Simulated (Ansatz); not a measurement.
**Response to strain in WSe2**

Base system: WSe₂ in the 2H-MoS2 type structure (space group P6_3/mmc, No. 194; a = 3.279 Å, c = 12.786 Å; layered, stacked along the Cartesian z axis). Axes: x lies along a and z along c of the hexagonal cell.

Strains are applied to the cell and any free atomic positions relax; under biaxial strain the out-of-plane vector relaxes too.

Level of theory: PBE-D3(BJ) (Ansatz, an electronic-structure program; PAW; 420 eV plane waves; no SOC), earlier PAW set.

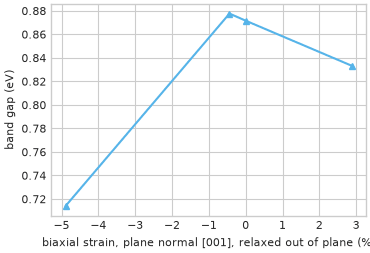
Band gap against biaxial strain, plane normal [001], relaxed out of plane

Task: From the plot, what is the band gap for biaxial strain −0.44 %, plane normal [001], relaxed out of plane?

Result: About 0.88 eV.

Task: Is the trend monotonic over the range shown?

Result: No, it turns within the range, spanning 0.71 eV to 0.88 eV.

Spin-orbit coupling, missing from the scalar runs, can matter with W. Stability against distortions was not tested.
